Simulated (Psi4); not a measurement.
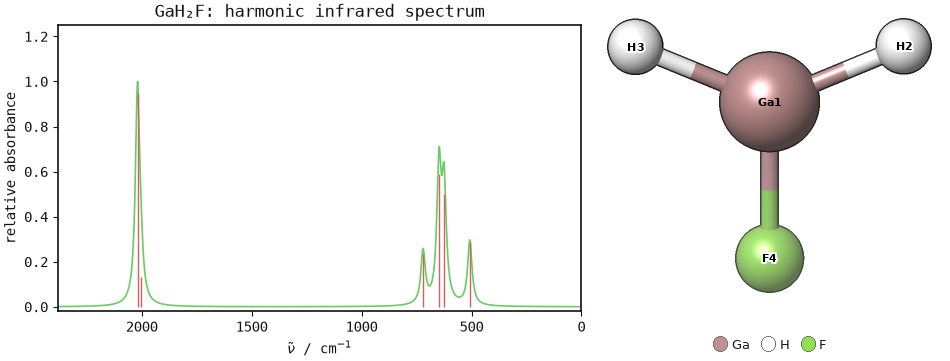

Infrared spectrum of GaH₂F, SMILES [H][Ga]([H])[F], singlet. Unscaled harmonic wavenumbers and double-harmonic intensities, TPSS/def2-TZVP (dispersion D4), Psi4 1.11, at a geometry relaxed at this level, isolated molecule. Lorentzian lines of 24 cm⁻¹ full width. Close modes add up in the curve.

**Which lines are the most intense?**

2019.4 cm⁻¹ (219.4 km/mol), 647.6 cm⁻¹ (135.9 km/mol) and 625.0 cm⁻¹ (115.7 km/mol).

**List the modes.**

```tsv
cm⁻¹	km/mol
507.8	66.3
625.0	115.7
647.6	135.9
720.3	54.2
2003.9	30.3
2019.4	219.4
```
